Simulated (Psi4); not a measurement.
**GeNH3Cl (SMILES [NH2][GeH][Cl]), step by step**

We compute a structure relaxation (U-wB97X-D/def2-SVP), then the harmonic vibrations of GeNH3Cl. 

The results are computed with Psi4 1.11.

## Step 1: Starting point

The species is GeNH3Cl (6 atoms), meant as a doublet with charge 0. As SMILES, `[NH2][GeH][Cl]`. Geometry: relaxed at PBE0-D4/def2-TZVP (4 decimals). This is one conformer, not always the lowest. The run starts from this shape.

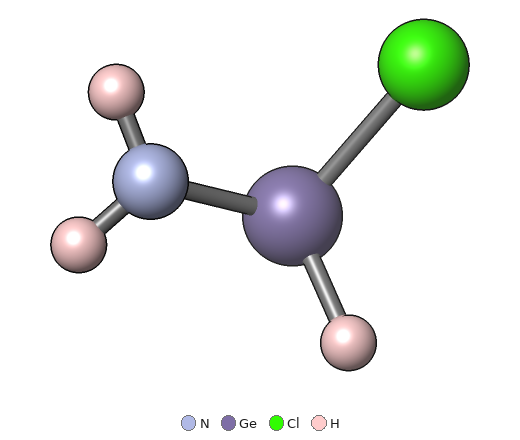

The structure, seen from a chosen angle (nitrogen light blue, germanium purple, chlorine green, hydrogen pink).

## Step 2: A geometry optimisation at U-wB97X-D/def2-SVP (density fitting) (run 1)

The input, clgeh3n.sdf:

```

     RDKit          3D

  6  5  0  0  0  0  0  0  0  0999 V2000
   -0.4463    0.3179   -0.7883 N   0  0  0  0  0  0  0  0  0  0  0  0
    0.0754   -0.1510    0.9081 Ge  0  0  0  0  0  3  0  0  0  0  0  0
    1.2430   -1.9569    0.6233 Cl  0  0  0  0  0  0  0  0  0  0  0  0
   -0.9845    1.1712   -0.8614 H   0  0  0  0  0  0  0  0  0  0  0  0
   -0.8887   -0.4143   -1.3272 H   0  0  0  0  0  0  0  0  0  0  0  0
    1.0432    0.9691    1.3993 H   0  0  0  0  0  0  0  0  0  0  0  0
  2  1  1  0
  3  2  1  0
  4  1  1  0
  5  1  1  0
  6  2  1  0
M  RAD  1   2   2
M  END
$$$$
```

The input, run.py:

```python
import psi4
from rdkit import Chem

psi4.set_memory(1600000000)
psi4.set_num_threads(1)
psi4.core.set_output_file('clgeh3n.out', False)

rd = Chem.SDMolSupplier('clgeh3n.sdf', removeHs=False, sanitize=False)[0]
xyz = rd.GetConformer().GetPositions()
atoms = '\n'.join(f'{a.GetSymbol()} {x:.4f} {y:.4f} {z:.4f}' for a, (x, y, z) in zip(rd.GetAtoms(), xyz))
mol = psi4.geometry('0 2\n' + atoms + '')

psi4.set_options({
    'basis': 'def2-SVP',
    'reference': 'uks',
    'geom_maxiter': 60,
})

energy_value = psi4.optimize('wb97x-d')
print(f'wb97x-d energy: {energy_value:.10f} Eh')
print(mol.to_string(dtype='xyz', units='Angstrom'))
```

The run is started by

```sh
python run.py
```

clgeh3n.out:

```text
[...]
  Running in c1 symmetry.
[...]
  Nuclear repulsion =  259.076800327063836
[...]
  Multiplicity = 2
[...]
  Nalpha       = 30
  Nbeta        = 29
[...]
    Number of basis functions: 79
[...]
   @DF-UKS iter   1: -2592.05435806655260   -2.44457e+00   2.96601e-02 ADIIS/DIIS
[...]
   @DF-UKS iter   8: -2593.36904769937610    4.54747e-12   5.28996e-09 DIIS
[...]
   @S^2 Observed:                7.541801088E-01
[...]
  @DF-UKS Final Energy: -2593.36904769937610
   => Energetics <=
    Nuclear Repulsion Energy =            257.9612824532739523
    One-Electron Energy =               -4120.5188591080786864
    Two-Electron Energy =                1354.5277411806277996
    DFT Exchange-Correlation Energy =     -85.3379715982206051
    Empirical Dispersion Energy =          -0.0012406269787941
    VV10 Nonlocal Energy =                  0.0000000000000000
    Total Energy =                      -2593.3690476993760967
[...]
 Multipole Moments:
 ------------------------------------------------------------------------------------
     Multipole            Electronic (a.u.)      Nuclear  (a.u.)        Total (a.u.)
 ------------------------------------------------------------------------------------
 L = 1.  Multiply by 2.5417464519 to convert [e a0] to [Debye]
 Dipole X            :         -0.8132261           -0.0994846           -0.9127107
 Dipole Y            :          0.2914829            0.4567611            0.7482441
 Dipole Z            :          5.0459326           -5.2983555           -0.2524230
 Magnitude           :                                                    1.2069082
[...]
  -Total Gradient:
     Atom            X                  Y                   Z
    ------   -----------------  -----------------  -----------------
       1        0.000077763259    -0.000132396125     0.000088974649
       2        0.000175893967    -0.000149992774     0.000043848687
       3        0.000156932883    -0.000166381891    -0.000108820524
       4        0.000062922412    -0.000099323583     0.000181456414
       5        0.000027281464    -0.000067646084     0.000099222583
       6        0.000234731489    -0.000208099751     0.000020587121
[...]
    Final optimized geometry and variables:
    Molecular point group: c1
    Full point group: C1
    Geometry (in Angstrom), charge = 0, multiplicity = 2:
    N           -0.792503167656     0.901019284397    -1.392308291133
    GE          -0.260292769671     0.435164152448     0.297539697568
    CL           0.919845627176    -1.381364497522     0.005672418883
    H           -1.316441127143     1.767348057219    -1.489044622823
    H           -1.212921753288     0.169695801328    -1.960210397629
    H            0.716233055020     1.555472316648     0.773942608877
[...]
```

Standard output:

```text
Some dependencies such as QCElemental have not yet finished migration to pydantic v2. If issues are encountered please downgrade pydantic or upgrade QCElemental as appropriate
	Previous geometry is closer to target in internal coordinates, so using that one.

	Best geometry has RMS(Delta(q)) = 9.47e-07

	Previous geometry is closer to target in internal coordinates, so using that one.

	Best geometry has RMS(Delta(q)) = 2.44e-08

Optimizer: Optimization complete!
wb97x-d energy: -2593.3690476994 Eh
6
0 2 ClGeH3N
N                    -0.792503167656     0.901019284397    -1.392308291133
Ge                   -0.260292769671     0.435164152448     0.297539697568
Cl                    0.919845627176    -1.381364497522     0.005672418883
H                    -1.316441127143     1.767348057219    -1.489044622823
H                    -1.212921753288     0.169695801328    -1.960210397629
H                     0.716233055020     1.555472316648     0.773942608877
```

It took 2 min on 1 thread of AMD EPYC, shared host; peak memory 0.6 GiB.

Step by step:

| step | energy from the first frame kept (eV) | largest force (eV/Å) |
| --- | --- | --- |
| 0 | 0.0000 | 0.3414 |
| 1 | -0.0046 | 0.0931 |
| 2 | -0.0050 | 0.0380 |
| 3 | -0.0052 | 0.0233 |
| 4 | -0.0053 | 0.0177 |
| 5 | -0.0053 | 0.0162 |

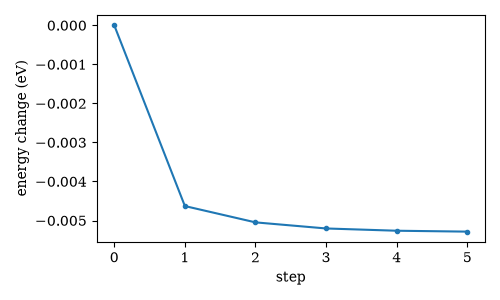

Energy along the run.

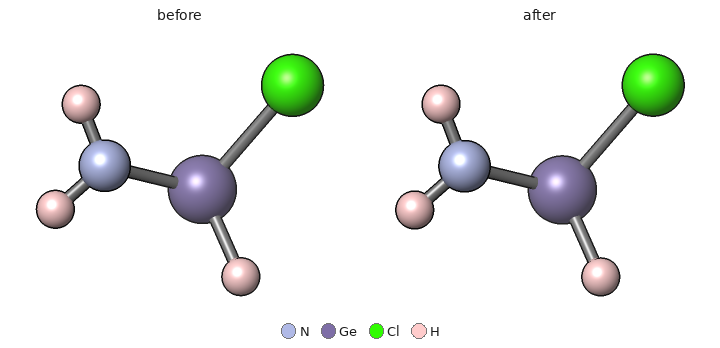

Before and after, at one scale.

After the run. Bond lengths: N1–Ge2 1.832 Å, Ge2–Cl3 2.186 Å, N1–H4 1.017 Å, N1–H5 1.017 Å, Ge2–H6 1.561 Å. Angles: N1–Ge2–Cl3 104.2°, N1–Ge2–H6 106.3°, Cl3–Ge2–H6 107.4°, Ge2–N1–H4 117.0°, Ge2–N1–H5 116.9°, H4–N1–H5 110.3°.

## Step 3: The harmonic vibrations at U-wB97X-D/def2-SVP (density fitting) (run 2)

The input, clgeh3n.xyz:

```xyz
6
ClGeH3N
N     -0.459315     0.318081    -0.780079
Ge     0.072895    -0.147774     0.909769
Cl     1.253033    -1.964303     0.617902
H     -0.983253     1.184410    -0.876815
H     -0.879734    -0.413242    -1.347981
H      1.049421     0.972534     1.386172
```

The input, run.py:

```python
import psi4

psi4.set_memory('1600 MB')
psi4.set_num_threads(1)
psi4.core.set_output_file('output.dat', False)

with open('clgeh3n.xyz') as f:
    atoms = ''.join(f.readlines()[2:])
m = psi4.geometry('0 2\n' + atoms + '')

psi4.set_options(dict(basis='def2-SVP', reference='uks', t=700.0, rotational_symmetry_number=1))

energy_value = psi4.frequency('WB97X-D', molecule=m)
print('E =', round(energy_value, 9))
```

The run is started by

```sh
python run.py
```

output.dat:

```text
[...]
  Running in c1 symmetry.
[...]
  Nuclear repulsion =  257.961287072761991
[...]
  Multiplicity = 2
[...]
  Nalpha       = 30
  Nbeta        = 29
[...]
    Number of basis functions: 79
[...]
   @DF-UKS iter   1: -2592.05668165684301   -2.46956e+00   2.96389e-02 ADIIS/DIIS
[...]
   @DF-UKS iter  15: -2593.36904619814641   -4.54747e-13   6.61250e-09 DIIS
[...]
   @S^2 Observed:                7.541784824E-01
[...]
  @DF-UKS Final Energy: -2593.36904619814641
   => Energetics <=
    Nuclear Repulsion Energy =            257.9761442163807601
    One-Electron Energy =               -4120.5478035145551985
    Two-Electron Energy =                1354.5422565014428073
    DFT Exchange-Correlation Energy =     -85.3384030169322330
    Empirical Dispersion Energy =          -0.0012403844824611
    VV10 Nonlocal Energy =                  0.0000000000000000
    Total Energy =                      -2593.3690461981464068
[...]
  -Total Gradient:
     Atom            X                  Y                   Z
    ------   -----------------  -----------------  -----------------
       1       -0.000271561081    -0.000689769355    -0.000458490917
       2        0.000197394884    -0.000126242158     0.000100942023
       3        0.000166298722    -0.000158419223    -0.000111274993
       4        0.000067206603    -0.000080179504     0.000194587068
       5        0.000441910148     0.000539864549     0.000695694391
       6        0.000137328724    -0.000310169889    -0.000090422711
[...]
  ==> Harmonic Vibrational Analysis <==
[...]
  Freq [cm^-1]                 146.3742            238.8478            404.2168
[...]
  IR activ [km/mol]             6.8909             20.4916             47.4819
[...]
  Freq [cm^-1]                 495.3477            599.1840            636.3685
[...]
  IR activ [km/mol]            184.5235            13.1543             39.6916
[...]
  Freq [cm^-1]                 700.6298            847.6507           1541.2045
[...]
  IR activ [km/mol]            40.2895             26.5310             33.9042
[...]
  Freq [cm^-1]                2009.4852           3577.9386           3687.5553
[...]
  IR activ [km/mol]            155.4895            47.7189             36.2517
[...]
  Total E_0, Enthalpy at 0 [K]                                                        -2593.33513767 [Eh]
[...]
  Total H, Enthalpy at  700.00 [K]                                                    -2593.31546735 [Eh]
[...]
  Total G, Gibbs energy at  700.00 [K]                                                -2593.41877653 [Eh]
[...]
```

On the terminal:

```text
Warning: used thermodynamics relations inappropriate for low-frequency modes: ['146.3742' '238.8478' '404.2168' '495.3477' '599.1840']
E = -2593.369047751
```

It took 13 min on 1 thread of AMD EPYC, shared host; peak memory 0.6 GiB.

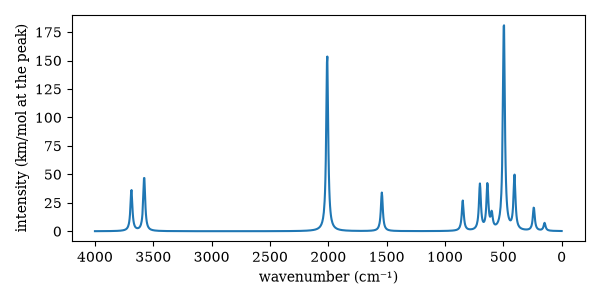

Harmonic infrared spectrum, unscaled, lines broadened by 10 cm⁻¹.

## Step 4: Outcome

| quantity | value |
| --- | --- |
| run 1, U-wB97X-D/def2-SVP: total energy at the end | -2593.36905 Eh |
| run 1, U-wB97X-D/def2-SVP: dipole moment | 3.07 D |
| run 1, U-wB97X-D/def2-SVP: HOMO energy (highest over α and β) | -7.65 eV |
| run 1, U-wB97X-D/def2-SVP: LUMO energy (lowest over α and β) | -1.40 eV |
| run 1, U-wB97X-D/def2-SVP: dispersion energy | -3.26 kJ/mol |
| run 1, U-wB97X-D/def2-SVP: ⟨S²⟩ | 0.754 |
| run 2, U-wB97X-D/def2-SVP: lowest harmonic wavenumber | 146 cm⁻¹ |
| run 2, U-wB97X-D/def2-SVP: highest harmonic wavenumber | 3688 cm⁻¹ |
| run 2, U-wB97X-D/def2-SVP: zero-point energy | 89.0 kJ/mol |
| run 2, U-wB97X-D/def2-SVP: ideal-gas entropy at 700 K (symmetry number 1 as used) | 92.6 cal/(mol K) |

What this shows: The optimisation (run 1, U-wB97X-D/def2-SVP) took 6 steps and changed the energy by -0.005 eV. All 12 modes (run 2, U-wB97X-D/def2-SVP) are real, so the shape is a minimum at this level.
